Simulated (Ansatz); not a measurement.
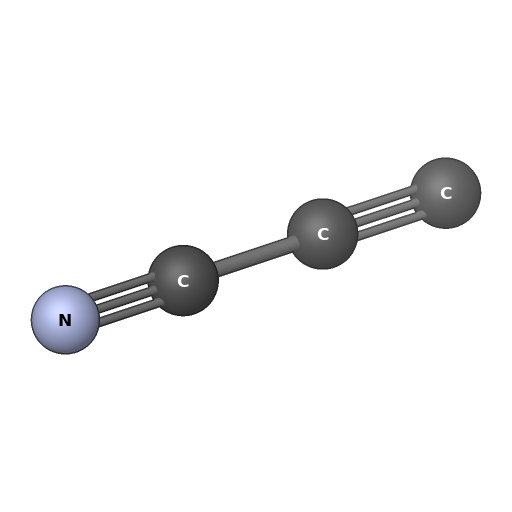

The picture shows a molecular structure as a ball-and-stick model. Multiple sticks mark multiple bonds (one Kekulé form).

The species is neutral and a spin doublet.

Describe the molecule.

It has 4 atoms: 3 carbon and 1 nitrogen (C₃N). As SMILES it reads `[C]#CC#N`. Among its groups: nitrile. This geometry has C∞v symmetry. It is an open-shell species. All atoms lie on one line. Coordination: 2 C linear.

The parts below concern this one geometry. Atoms keep their numbers from picture to picture. The computed structure is the end point of a PBE0-D4/def2-TZVP optimisation. No frequency run is at hand to confirm it as a minimum.

Shape

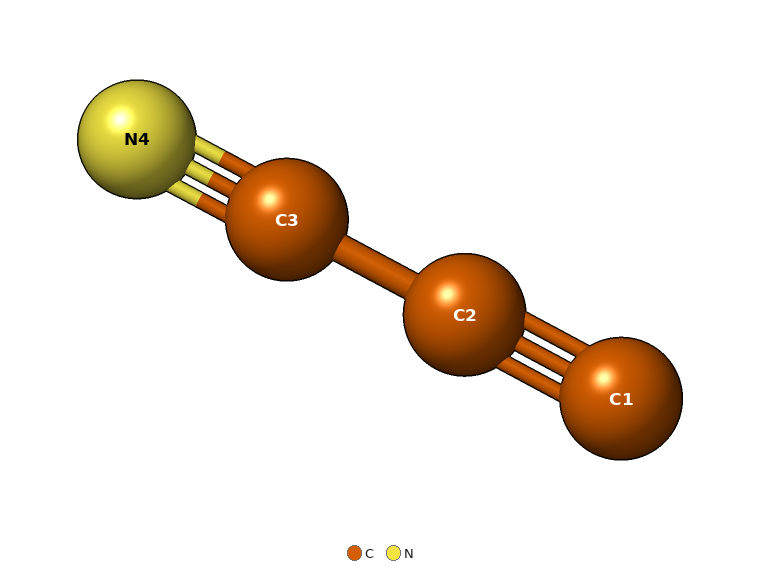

No frequency run is at hand to confirm it as a minimum.

Estimate the angles C1–C2–C3, C2–C3–N4.

```json
{"angle": "C1–C2–C3", "degrees": "179.9"}
{"angle": "C2–C3–N4", "degrees": "180.0"}
```

Electronic properties

No frequency run is at hand to confirm it as a minimum. Level of theory: UKS PBE-D4/def2-TZVPP (Ansatz 0.2.0).

> Give the ⟨S²⟩ of the determinant at this level.

0.781.

Dipole moment

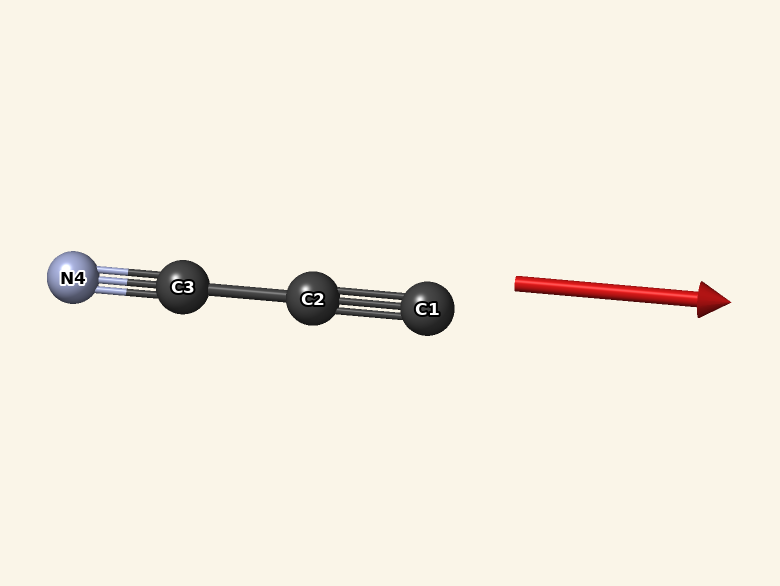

The arrow beside the molecule shows the direction of the dipole moment, from the negative to the positive end (its length means nothing). No frequency run is at hand to confirm it as a minimum. Method: UKS PBE0-D4/def2-TZVP (Ansatz 0.2.0).

> How large is the dipole moment?

2.95 D; it points from the side of N4 to the side of C1 (the outermost atoms at the two ends).

Charges

The questions are on Mulliken charges. No frequency run is at hand to confirm it as a minimum. Method: UKS PBE0-D4/def2-TZVP (Ansatz 0.2.0).

> Which atom carries the highest charge (most positive or least negative)?

C2 (0.16 e).

> And the lowest?

C3 (−0.30 e).

Give the Mulliken charges atom by atom.

```csv
atom,value (e)
C1,0.10
C2,0.16
C3,−0.30
N4,0.04
```

Mulliken values depend strongly on the basis set and can even reverse the polarity of a bond.
